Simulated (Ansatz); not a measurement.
# Fields on a plane of PtPb (NiAs type)

```xyz
4
Lattice="4.3212 0.0000 0.0000 -2.1606 3.7423 0.0000 0.0000 0.0000 5.5203" Properties=species:S:1:pos:R:3 pbc="T T T"
Pt     0.0000     0.0000     2.7601
Pt     0.0000     0.0000     0.0000
Pb     0.0000     2.4948     1.3801
Pb     2.1606     1.2474     4.1402
```

The slice is a (1 -1 0 0) plane (indices of the conventional cell) through the point (0.667, 0.333, 0.750) (fractional), spanned by u = [110] and v = [001] in vectors of this cell: u (4.32 Å) and v (5.52 Å, at 90° to u). It covers one period; positions are fractions (u, v).

Atoms on it: Pb at (0.00, 0.00).

All values below come from r2SCAN (plane waves to 500 eV, PAW, scalar-relativistic; Ansatz, a quantum-chemistry and plane-wave program). k mesh 12×12×9. These are valence fields of a PAW run, semicore shells included where kept as valence: close to a nucleus they are smooth pseudo fields. PtPb is run without spin polarisation. PtPb was relaxed with its symmetry unable to fall. Spin-orbit coupling is left out, though Pb and Pt are heavy.

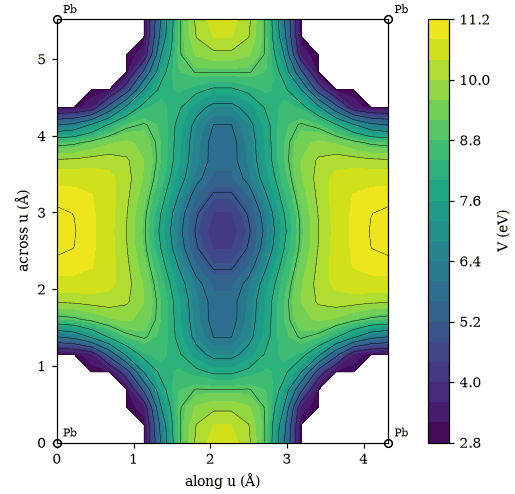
Electrostatic potential energy of an electron, from the cell's mean, in eV, one period of the plane, atoms marked. Points within 1 Å of a nucleus are left white, as the pseudised field means little there. Values under 3 eV are set to 3. The zero, the cell's mean, hangs on the PAW cores.

```
|99998877554433332222222233334455778899|
|88887766554433333333333333334455667788|
|77776655443333333333333333333344556677|
|55555544443333333333333333333344445555|
|44444433333333334444444433333333334444|
|33333322223333334444444433333322223333|
|22222222223333334444444433333322222222|
|11111111222233334444444433332222111111|
|00001111222233334444444433332222111100|
|00000011112233334444444433332211110000|
|00000011112233334444444433332211110000|
|00000011112233334444444433332211110000|
|00000011112233334444444433332211110000|
|00000011112233334444444433332211110000|
|00001111222233334444444433332222111100|
|11111111222233334444444433332222111111|
|22222222223333334444444433333322222222|
|33333322223333334444444433333322223333|
|44444433333333334444444433333333334444|
|55555544443333333333333333333344445555|
|77776655443333333333333333333344556677|
|88887766554433333333333333334455667788|
|99998877554433332222222233334455778899|
|99998877664433332222222233334466778899|
```
Scale: ten equal steps from -1.67 (start of '0') to 1.02 (end of '9'), in the order '0123456789'. Values: log₁₀ of the valence density in e/Å³. The map has 19 points along u (two characters each, u = 0 at the left) and 24 along v (v = 0 in the bottom row). The scale is logarithmic, as a density can span decades between atoms and voids.
